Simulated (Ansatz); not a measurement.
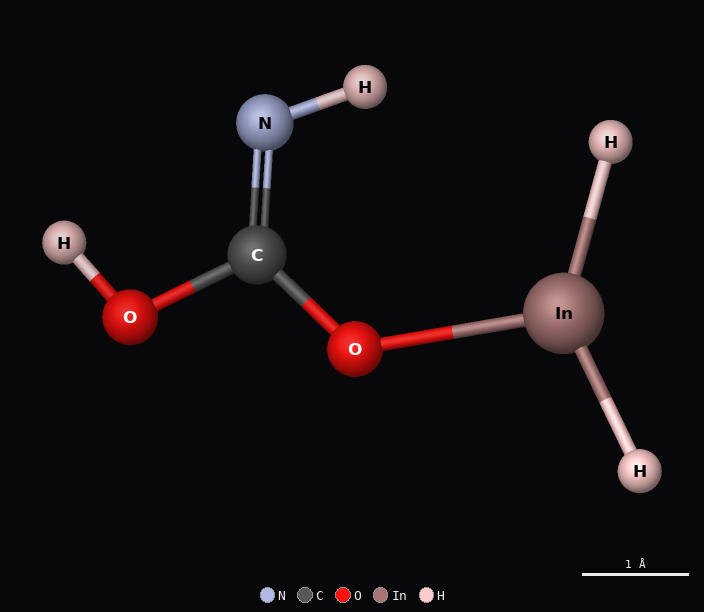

Starting geometry of the run.

Ansatz 0.2.0 input:

```yaml
crystal:
  periodic: [false, false, false]
  atoms:
    - {symbol: N, position_ang: [0.802624, 1.351224, -0.251414]}
    - {symbol: C, position_ang: [0.838628, 0.108800, -0.529072]}
    - {symbol: O, position_ang: [1.838335, -0.357584, -1.297517]}
    - {symbol: O, position_ang: [0.037535, -0.879529, -0.190553]}
    - {symbol: In, position_ang: [-1.639682, -0.746569, 0.930959]}
    - {symbol: H, position_ang: [0.010749, 1.594662, 0.332339]}
    - {symbol: H, position_ang: [2.379698, 0.413996, -1.503934]}
    - {symbol: H, position_ang: [-2.269646, -2.316229, 1.051357]}
    - {symbol: H, position_ang: [-1.998251, 0.831220, 1.457855]}
basis:
  gaussian: {orbitals: "def2-QZVPP.json"}
hamiltonian: {xc: {name: wB97M-V}}
output: {orbitals: {seedname: orbitals}}
```

It was started with:

```sh
ansatz run in.yaml --threads 2 --pin off --events-out ev --progress --plain --max-ram 22528MiB --backend cuda --devices 0, --max-vram 18GiB
```

What the program printed:

```
Functional definition: wB97M-V
  name "wB97M-V"
  cite "Mardirossian & Head-Gordon, J. Chem. Phys. 144, 214110 (2016) doi:10.1063/1.4952647"
  cite "Becke, J. Chem. Phys. 107, 8554 (1997) doi:10.1063/1.475007"
  cite "Vydrov & Van Voorhis, J. Chem. Phys. 133, 244103 (2010) doi:10.1063/1.3521275"
  # Of w^i u^j: cxij and so on, Table III.
  parameter omega = 0.3/bohr
  parameter cx = 0.15
  parameter cx01 = 1.007
  parameter cx10 = 0.259
  parameter css00 = 0.443
  parameter css04 = -1.437
  parameter css10 = -4.535
  parameter css20 = -3.390
  parameter css43 = 4.278
  parameter cos00 = 1.000
  parameter cos10 = 1.358
  parameter cos20 = 2.924
  parameter cos21 = -8.812
  parameter cos60 = -1.390
  parameter cos61 = 9.142
  parameter b = 6.0
  parameter c = 0.01
  gx(w, u) = 1 - cx + cx01*u + cx10*w
  gss(w, u) = css00 + css04*u^4 + css10*w + css20*w^2 + css43*w^4*u^3
  gos(w, u) = cos00 + cos10*w + (cos20 + cos21*u)*w^2 + (cos60 + cos61*u)*w^6
  exchange = spin_sum(e_x_unif_sr(omega)*gx(b97_w, b97_u_x)) + cx*exact_x_sr(omega) + exact_x_lr(omega)
  correlation = spin_sum(e_c_pw_mod_same_spin*gss(b97_w, b97_u_same))
      + integral(e_c_pw_mod_opposite_spin*gos(b97_w_opposite, b97_u_opposite)) + vv10(b, c)
1410 factors; their error is unknown
357 factors; integrals over basis functions are off by at most 2.5e-5 eV
mean field evaluation 1: about -11851.4816 eV, gradient 6.9e1 eV
mean field evaluation 2: about -11851.5683 eV, gradient 7.2e1 eV
mean field evaluation 4: about -11859.7039 eV, gradient 4.0e0 eV
mean field evaluation 8: about -11859.7371 eV, gradient 1.0e-1 eV
mean field evaluation 16: about -11859.7617 eV, gradient 1.8e-4 eV
mean field -11859.76173383 eV, -435.8382048832 hartree, gradient 2.4e-5 eV, S^2 0.000000; 0 other end points of the search recorded, 0 dependent functions left out
reference -11859.76179689 eV, -435.8382072003 hartree; 27, 27 occupied and 403, 403 virtual orbitals, 1410 factors
Total energy: -11859.76179689 eV, -435.8382072003 hartree
```
